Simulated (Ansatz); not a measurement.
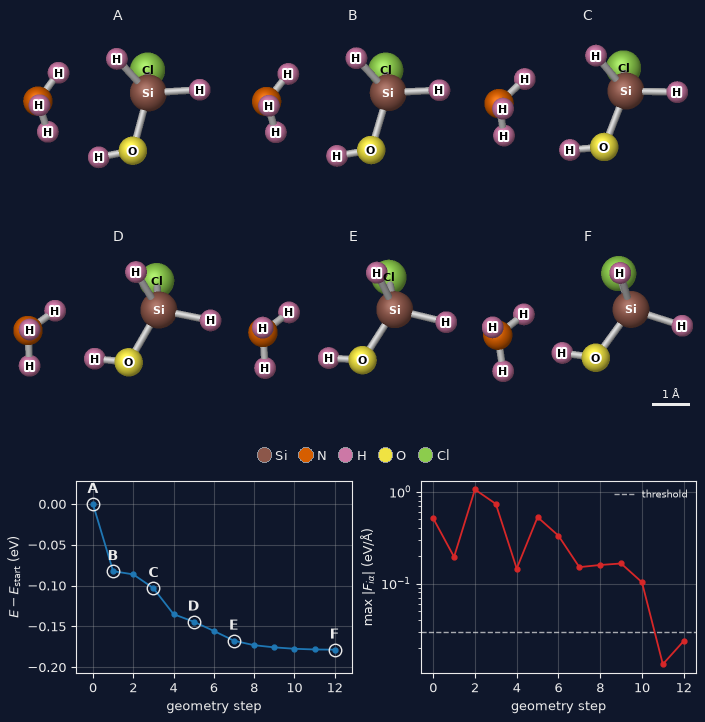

Frames of a relaxation of SiNH6OCl, marked on the history of the run. Style: ball-and-stick. Shown at a tilt.

The run prepares an end point of a later path (reaction) calculation, from a guessed geometry.

Method: RKS PBE0-D4/def2-SVP (Ansatz).

Input
```yaml
crystal:
  periodic: [false, false, false]
  atoms:
    - { symbol: Si, position_ang: [-0.737642, 0.927874, -0.593165] }
    - { symbol: "N", position_ang: [1.32906, -0.966327, 0.808329] }
    - { symbol: H, position_ang: [0.656603, 1.129296, -1.063569] }
    - { symbol: H, position_ang: [-1.690938, 1.791519, -1.327404] }
    - { symbol: O, position_ang: [-1.287922, -0.617505, -0.791823] }
    - { symbol: H, position_ang: [1.267725, 0.020192, 1.043825] }
    - { symbol: Cl, position_ang: [-0.818753, 1.574833, 1.416215] }
    - { symbol: H, position_ang: [1.461468, -1.105282, -0.186304] }
    - { symbol: H, position_ang: [0.511566, -1.452538, 1.16383] }
    - { symbol: H, position_ang: [-0.691068, -1.302061, -0.469935] }
basis:
  gaussian: { orbitals: def2-SVP }
hamiltonian:
  xc: pbe0
  dispersion: d4
relax:
  f_tol: 0.03
  max_steps: 50
```

Run as
```bash
ansatz run input.yaml --threads 2 --pin off --max-ram 3072MiB --backend cpu --events-out ev --progress --plain --runs-dir out
```

> Describe the path.

The energy falls by 0.178 eV in 12 geometry steps. The largest force component goes from 0.51 to 0.024 eV/Å. H3 moves most after the best rigid fit: 1.04 Å. Largest moves by element: H 1.04 Å, Cl 0.61 Å, N 0.51 Å, O 0.43 Å, Si 0.41 Å. Among the contacts that change: Si1–Cl7 2.113 → 2.084 Å, O5–H10 0.964 → 0.975 Å, Si1–O5 1.652 → 1.645 Å, Si1–H3 1.485 → 1.490 Å. Among the angles between lasting bonds that change: O5–Si1–Cl7 112.8° → 109.1°, H4–Si1–Cl7 105.6° → 108.9°, H6–N2–H9 109.6° → 112.3°. Groups turn about Si1–O5 by about 25°. From step 0 to 1: H9 moves most (0.20 Å), energy −0.082 eV. From step 1 to 3: H9 moves most (0.21 Å), energy −0.021 eV. From step 3 to 5: H10 moves most (0.39 Å), energy −0.041 eV. From step 5 to 7: H3 moves most (0.19 Å), energy −0.023 eV. From step 7 to 12: H3 moves most (0.26 Å), energy −0.011 eV.
